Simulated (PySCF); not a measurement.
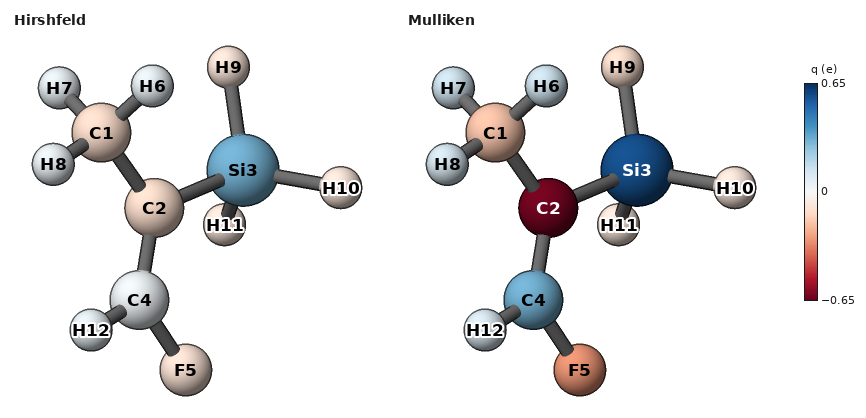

Atomic charges of one calculation by 2 schemes, on one colour scale. Computed geometry: GFN2-xTB optimisation. No frequency run is at hand to confirm it as a minimum. Method: PBE0/pcSseg-1 (PySCF 2.14.0).

### Which scheme gives the most polar picture (largest mean size of the charges)?

The Mulliken charges are the largest in size here.

### On which atom do the schemes disagree most?

On C2 (from −0.62 to −0.11 e).

List the charges (e), one line for each set of equivalent atoms.

```csv
atom,Hirshfeld,Mulliken
C1,−0.11,−0.18
C2,−0.11,−0.62
Si3,0.30,0.57
C4,0.04,0.30
F5,−0.09,−0.29
H6,0.05,0.13
H7,0.05,0.13
H8,0.05,0.11
H9,−0.08,−0.10
H10,−0.07,−0.07
H11,−0.07,−0.07
H12,0.06,0.09
```

The geometry is semi-empirical. Around Si such bond lengths and angles can be off by a tenth of an ångström or more and by several degrees, and values that hang on the shape move with them.
